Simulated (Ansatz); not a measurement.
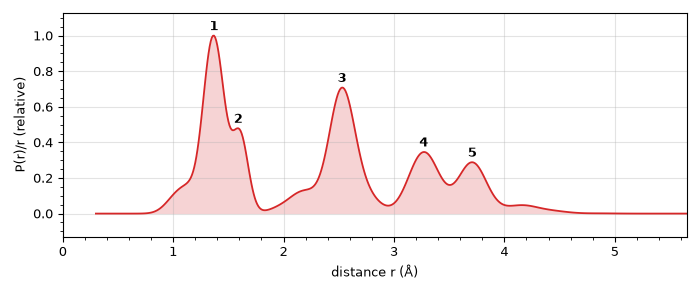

Simulated gas electron diffraction: radial distribution curve of CH4B2F2O. Each pair of atoms contributes with weight ZᵢZⱼ/r; damping constant 0.0015 Å²; vibrational amplitudes assumed, not computed: 0.05 Å for bonds, 0.078 Å for bonds to H, 0.06 + 0.015 r up to 0.15 Å for other pairs. The geometry is the end point of an optimisation (RKS r2SCAN/STO-3G in Ansatz); it may be a saddle point or a higher isomer. SMILES: OBC(F)BF.

### Assign the numbered peaks of the radial distribution curve (– bonded, ··· not bonded).

Peak 1, 1.37 Å: F–B 1.31 Å, O–B 1.36 Å, F–C 1.43 Å, not resolved
Peak 2, 1.59 Å: C–B 1.60–1.61 Å (×2)
Peak 3, 2.53 Å: F···B 2.51–2.52 Å (×2), O···C 2.53 Å, F···C 2.54 Å, B···B 2.58 Å, not resolved; in its flanks F···H 2.09–2.80 Å
Peak 4, 3.27 Å: O···B 3.19 Å, F···B 3.24 Å, F···O 3.32 Å, not resolved
Peak 5, 3.71 Å: F···F 3.70 Å, F···O 3.72 Å
